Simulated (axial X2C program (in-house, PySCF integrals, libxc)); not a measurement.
**AsNa⁺: relativistic diatomic calculation**

AsNa⁺, single determinant with Ω = 3/2. The distance is the PBE0 minimum at charge 1. Computed at this level: expectation values, HF and Kohn-Sham, two-component X2C with atomic mean-field Coulomb and Gaunt terms, As dyall-cv3z, Na dyall-cv3z (cores contracted) (axial X2C program (in-house, PySCF integrals, libxc)).

## Input
```
{"zs": [33, 11], "q": 1, "bas": ["dyall-cv3z", "dyall-cv3z"], "r0": 2.76, "levels": ["PBE0", "HF", "PBE50", "B3LYP", "LDA"], "nst": 3}
```

The line is the task of a batch: nuclear charges, charge, bases, the levels to run, a first guess of the distance and further settings. This report covers the levels named above. The log is that of the reference distance, started from orbitals converged before.

Hardware: 1 thread of Intel Xeon (Granite Rapids), 12 GiB of memory available, shared host.

Launched within a batch (the task file carries these settings):
```bash
python <driver script> task.json out
```

## Output
```
two-component X2C + atomic mean field  PBE0
basis functions 175  fitting functions 913  grid points 5088
iter        total energy     max residual
   1      -2421.968995340     9.67e-05
   2      -2421.968995386     6.37e-05
   3      -2421.968995412     1.81e-05
   4      -2421.968995414     6.11e-06
converged
one-electron -3486.64977760  Coulomb 1102.38933176  exact exchange -24.13357271  xc functional -74.16534260  nuclear repulsion 61.41027096  atomic mean-field constant -0.81990523
```

## Expectation values by level of theory

| quantity | PBE0 | HF | PBE50 | B3LYP | LDA |
| --- | --- | --- | --- | --- | --- |
| effective field for an electron dipole moment (GV/cm) | −1.45 | −1.67 | −1.52 | −1.33 | −1.29 |
| field gradient at the first nucleus (a.u.) | 0.708 | 0.550 | 0.643 | 0.724 | 0.827 |
| field gradient at the second nucleus (a.u.) | −0.0481 | −0.0535 | −0.0482 | −0.0491 | −0.0429 |
| A∥/gI, first nucleus (MHz) | −204 | −203 | −192 | −135 | −150 |
| A∥/gI, second nucleus (MHz) | 24.8 | 17.1 | 20.8 | 30.5 | 31.8 |

Each column comes from one determinant, in a basis with contracted cores. The spread over the levels shows only part of the uncertainty.

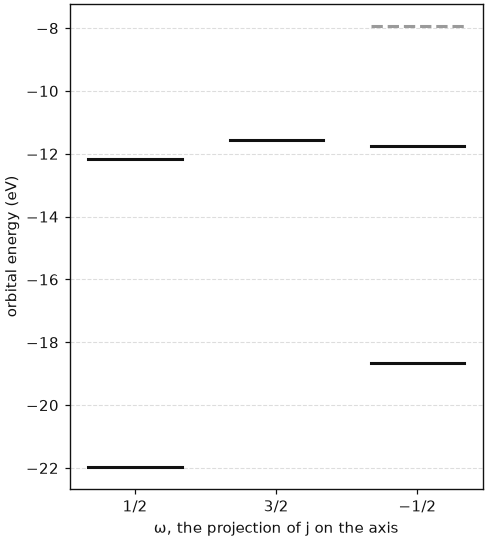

**Figure 1.** Orbital energies (PBE0) near the frontier at 3.13 Å, filled (solid) and empty (dashed). The highest filled spinor (3/2; 96 % As p, 2 % Na d) lies at −11.55 eV, the lowest empty one (−1/2; 74 % As p, 20 % Na s) at −7.93 eV.

## Summary

```tsv
quantity	value
outcome	converged
wall time	3.2 s
peak memory	0.35 GiB
```
